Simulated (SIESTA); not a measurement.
## Converging the k-point mesh: CuAu (P4mm, 2 atoms in the cell)

```
CuAu
1.0
    2.81400     0.00000     0.00000
    0.00000     2.81400     0.00000
    0.00000     0.00000     3.68835
Cu Au
1 1
Direct
  0.00000   0.00000   0.01356
  0.50000   0.50000   0.50000
```

Method of the run: GGA PBEsol, numerical atomic orbitals DZP, PseudoDojo PBEsol standard norm-conserving potentials (rewritten from UPF to PSML) (SIESTA).

Base settings: XC.functional = GGA; XC.authors = PBEsol; potentials = PseudoDojo PBEsol standard; PAO.BasisSize = DZP; PAO.EnergyShift = 0.005 Ry; MeshCutoff = 350 Ry; kgrid.MonkhorstPack = 5 5 4; OccupationFunction = FD; ElectronicTemperature = 1160.45 K; MaxSCFIterations = 150.

Only quantities that move along the ladder and can be compared are tabulated.

The starting cell has typed, rounded lattice constants, without a prior relaxation at this level. Its lattice was rescaled by up to half a per cent. One atom was moved a little off its site on purpose. Spin polarisation is off. Values carry the incompleteness of an atom-centred basis. In the base run, with a pressure of about -5 GPa the cell is away from its equilibrium volume at this level. Without a gap this mesh is coarse (it stands for a supercell whose shortest vector is 14 Å).

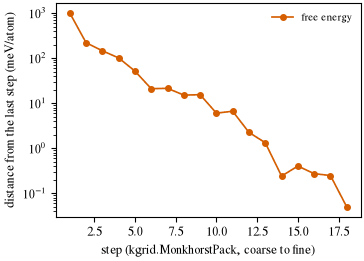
Distance from the last step along the ladder; very small values are drawn at a floor.

```csv
kgrid.MonkhorstPack,free energy less the last step's (meV/atom),pressure (GPa),largest difference of a force vector from the last step's (eV/Å)
2 2 2,1000.51,5.07,0.040
3 3 2,-219.65,-7.33,0.008
3 3 3,-145.56,-4.89,0.008
4 4 3,100.91,-3.89,0.001
5 5 4,-51.52,-5.36,0.010
6 6 4,20.92,-4.38,0.008
6 6 5,21.39,-4.60,0.004
7 7 5,-15.10,-5.15,0.001
7 7 6,-15.44,-4.96,0.007
8 8 6,6.01,-4.49,0.001
9 9 7,-6.62,-5.07,0.002
10 10 8,2.25,-4.74,0.001
11 11 9,-1.32,-4.99,0.003
12 12 10,0.24,-4.80,0.001
15 15 12,0.40,-4.92,0.001
18 18 14,-0.27,-4.82,0.000
20 20 16,-0.25,-4.83,0.000
25 25 19,0.04,-4.84,0.000
31 31 24,0.00,-4.84,0.000
```

Coarsest kgrid.MonkhorstPack that holds the forces within 0.005 eV/Å of the last step, with all finer ones: 8 8 6; the step before is off by 0.007 eV/Å.

Coarsest kgrid.MonkhorstPack that holds the free energy within 5 meV/atom of the last step, with all finer ones: 10 10 8; the step before is off by 6.6 meV/atom.

Coarsest kgrid.MonkhorstPack that holds the pressure within 0.2 GPa of the last step, with all finer ones: 10 10 8; the step before is off by 0.23 GPa.

Two neighbours can agree and both be off: 6 6 4 and 6 6 5 differ by 0.47 meV/atom in the free energy, yet lie about 21 meV/atom from the last step.
